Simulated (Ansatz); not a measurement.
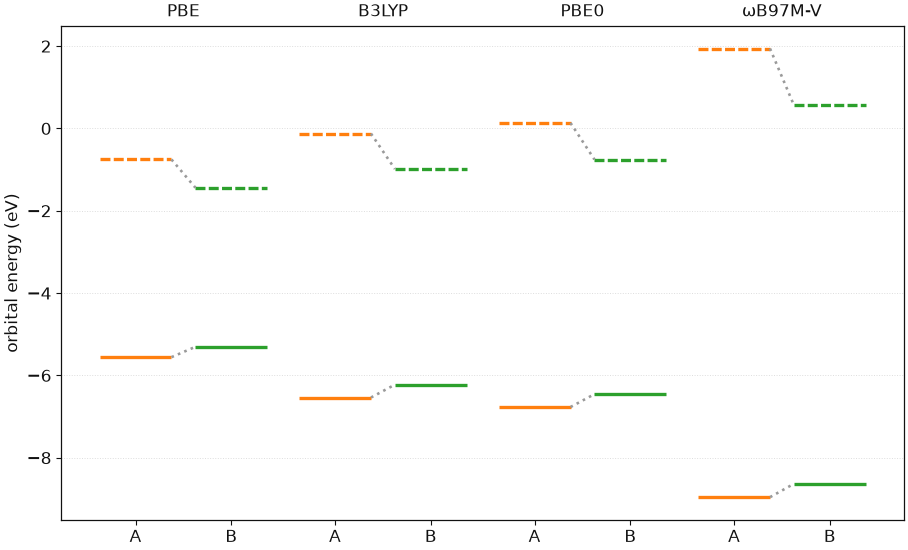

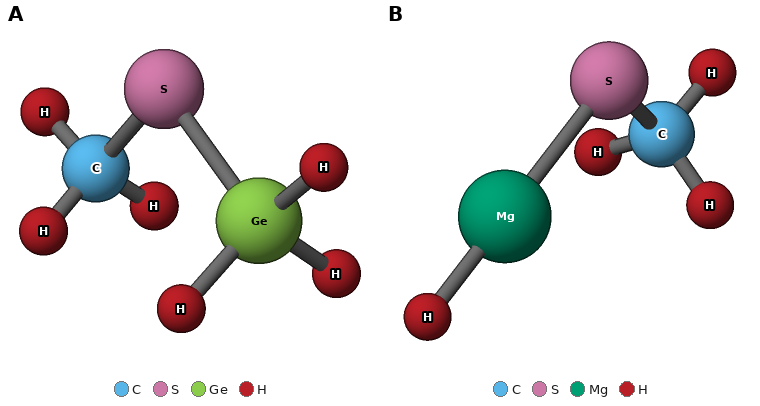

One change: A, CH₆GeS (SMILES C[S][GeH3]), becomes B, CH₄MgS (SMILES C[S][MgH]). GeH₃ on S is replaced by MgH. HOMO (solid) and LUMO (dashed) computed in def2-TZVPP at PBE0-D4/def2-TZVP geometries, both minima by their frequencies, gas phase, the Ansatz code 0.2.0. Empty levels above zero depend strongly on the basis.

> What does the change do to HOMO and LUMO?

PBE: the HOMO rises by 0.25 eV, the LUMO falls by 0.69 eV, and the separation goes from 4.80 to 3.87 eV. B3LYP: the HOMO rises by 0.31 eV, the LUMO falls by 0.86 eV, and the separation goes from 6.41 to 5.24 eV. PBE0: the HOMO rises by 0.31 eV, the LUMO falls by 0.89 eV, and the separation goes from 6.90 to 5.70 eV. ωB97M-V: the HOMO rises by 0.33 eV, the LUMO falls by 1.38 eV, and the separation goes from 10.90 to 9.20 eV.

> Do the functionals agree on the effect?

They agree on the direction for both levels; the HOMO shift lies between 0.25 and 0.33 eV and the LUMO shift between −1.38 and −0.69 eV, while the separations themselves differ by up to 6.1 eV between functionals.
